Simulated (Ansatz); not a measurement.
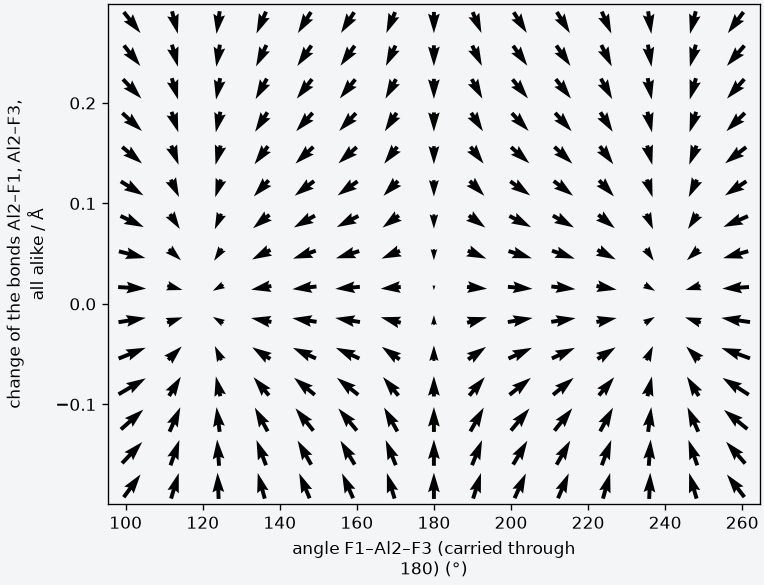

AlF₂, SMILES [F][Al][F], spin multiplicity 2. First axis: angle F1–Al2–F3 (carried through 180). Second axis: change of the bonds Al2–F1, Al2–F3, all alike. Nothing is relaxed (all other coordinates rigid). The grid has 15 × 15 points; 120 points were computed and 105 follow by symmetry. Points are written as (first, second). Method: Ansatz 0.2.0, UKS PBE0-D4/def2-TZVP.

Drawn: arrows along the force (downhill), their lengths compressed.

The arrows alone are given. Where are the wells?

The arrows converge at about (120°, 0.000 Å); about (241°, 0.00 Å) (read from the interpolated surface).

The energy map of the same scan:

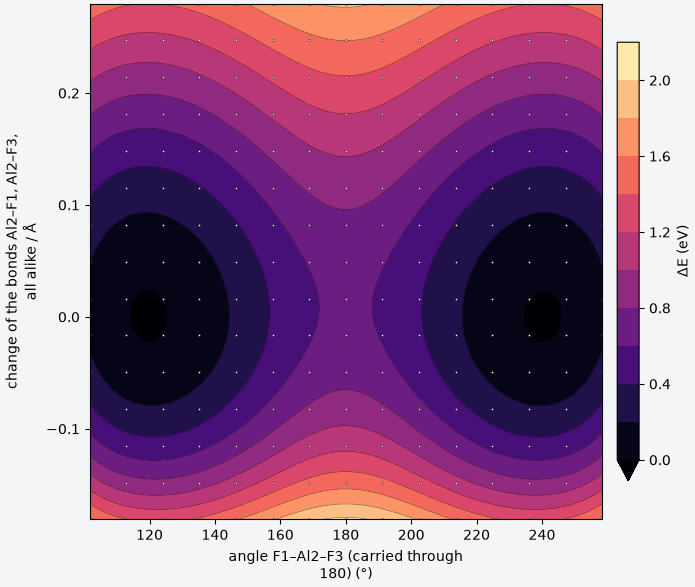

Energies are in eV, from the lowest grid point; between grid points the surface is interpolated.
